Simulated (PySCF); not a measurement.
Ge3H9N

```xyz
13

N     0.2100    1.9806    0.5823
Ge   -0.0865    0.4445   -0.3696
Ge    1.8478   -1.0083   -0.4650
Ge   -2.1142   -0.4943    0.4857
H     1.0573    2.4841    0.3540
H     0.1727    1.8886    1.5890
H    -0.3062    0.9934   -1.7751
H     3.0696   -0.3105   -1.0007
H     2.2980   -1.5264    0.8759
H     1.7136   -2.2420   -1.3081
H    -2.0028   -0.9453    1.9168
H    -2.5857   -1.7133   -0.2526
H    -3.2780    0.4494    0.4712
```

Geometry: GFN2-xTB.

Level of theory: wB97X-D/def2-SVPD, SCF density, gas phase (PySCF 2.14.0).

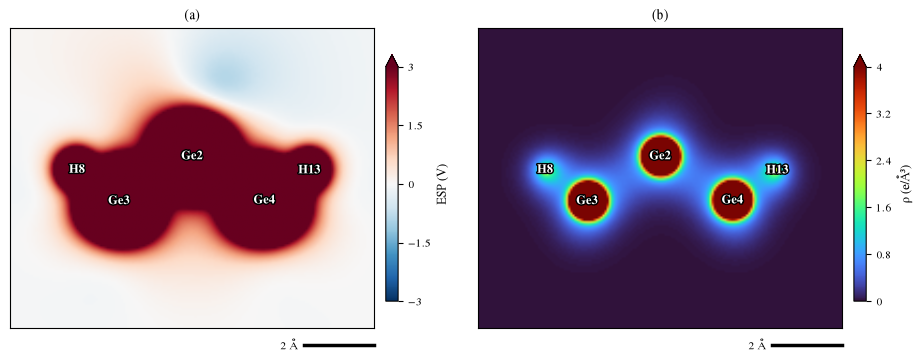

Figure 1. (a) molecular electrostatic potential; (b) total electron density on the plane of atoms Ge3, Ge2 and Ge4.

> Describe what can be read from this map.

- The section cuts through Ge and H sites.
- Ge–Ge (2.39 Å): ρ is about 0.61 e/Å³ halfway.
- Ge–H (1.50 Å): ρ is about 1.1 e/Å³ halfway.
- Outside the dense part of the molecule the potential is most negative (−0.9 V) near N1, which lies off the plane.

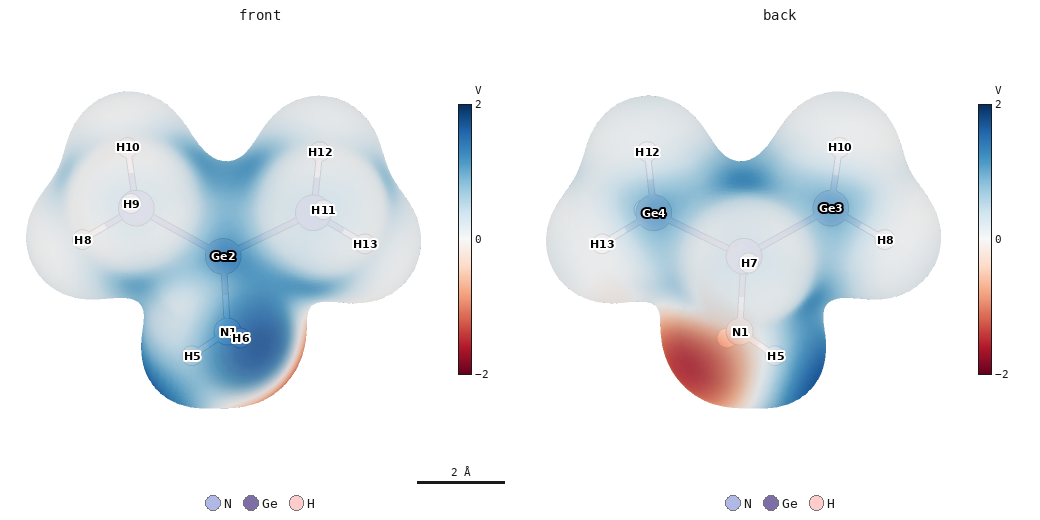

Figure 2. The molecular electrostatic potential painted on the density surface at 0.002 e/bohr³, seen from the front and from behind; the colour scale runs from red (negative) to blue (positive).

> Where is the surface potential most negative and most positive?

The most negative region (about −1.4 V, or −32 kcal/mol for a unit charge) lies over N1, the most positive (about +1.6 V, or +37 kcal/mol for a unit charge) over H5 and H6. N1 is the likeliest acceptor of a hydrogen bond.
